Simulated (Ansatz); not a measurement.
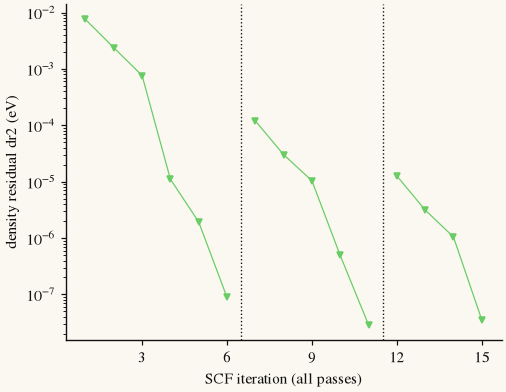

The plot shows the SCF iterations of a calculation: density residual dr2. Each stretch between dotted lines is the SCF of one geometry step of a relaxation. The starting density is a sum of atomic densities corrected by a trained network.

MoS$_{2}$ (6 atoms in the cell), run with Ansatz.

```
crystal:
  lattice:
    - [3.169, 0.0, 0.0]
    - [-1.5845, 2.7444345046, 0.0]
    - [0.0, 0.0, 12.324]
  atoms:
    - { symbol: Mo, position: [0.3333333333, 0.6666666667, 0.25] }
    - { symbol: Mo, position: [0.6666666667, 0.3333333333, 0.75] }
    - { symbol: S, position: [0.3333333333, 0.6666666667, 0.623] }
    - { symbol: S, position: [0.6666666667, 0.3333333333, 0.123] }
    - { symbol: S, position: [0.3333333333, 0.6666666667, 0.877] }
    - { symbol: S, position: [0.6666666667, 0.3333333333, 0.377] }
basis:
  ecutwfc: 420
kpoints:
  mp_grid: { grid: [12, 11, 5] }
hamiltonian:
  xc: pbe
  dispersion: d3bj
scf:
  occupations: { method: gaussian, width: 0.02 }
  max_iter: 60
output:
  forces: true
  eigenvalues: true
  stress: true
relax:
  adjacent_minimum: "off"
  f_tol: 0.01
  max_steps: 40
```

Launched with:
```bash
ansatz run input.yaml --threads 1 --pin off --max-ram 2560MiB --backend cpu --events-out ev --progress --plain --runs-dir out
```

Was self-consistency reached?

Converged, in 15 iterations in all. There are 3 passes, of 6, 5 and 4 iterations. In pass 1, the residual falls at every step. The relaxation met its thresholds.

Is anything amiss with this input?

The input holds an odd setting (a mesh that breaks the symmetry). The SCF closed; whether the result suffers can't be told from this run alone.
